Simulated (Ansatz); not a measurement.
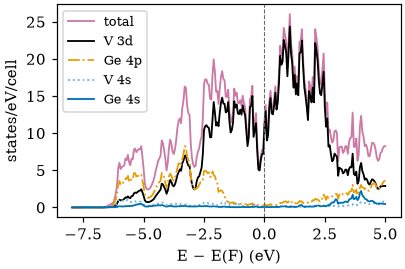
*Total and projected density of states of V₅Ge₃ in space group P6_3/mcm (No. 193; V on 4d, Ge on 6g, V on 6g), plane-wave PAW r²SCAN (Ansatz code)*

Which orbitals carry the states next to the Fermi level?

Within 0.5 eV of the Fermi level: V 3d 93 %. Projections are on Löwdin-orthogonalised atomic valence shells; empty p or d shells of many metals are not among them.

Where is the tallest occupied peak in this window, and what makes it?

Near -2.1 eV, about 20 states/eV per cell; the largest projected share is V 3d.

The workflow started from an entry of the Crystallography Open Database (COD). Its standing as an ambient phase is unchecked. Symmetry was held in the r²SCAN relaxation, as lowered by the spin order; its stability against distortions is not shown here. Magnetic state: ferrimagnetic, chosen from 2 collinear starts compared on coarse meshes (ties went to the first, and starts can fall back to one state), not a proven ground state. Other orbital occupations within this spin state were not tried. Scalar-relativistic: spin–orbit coupling is off unless named, which matters more the heavier the elements.

Potentials: the later of the program's two PAW sets.
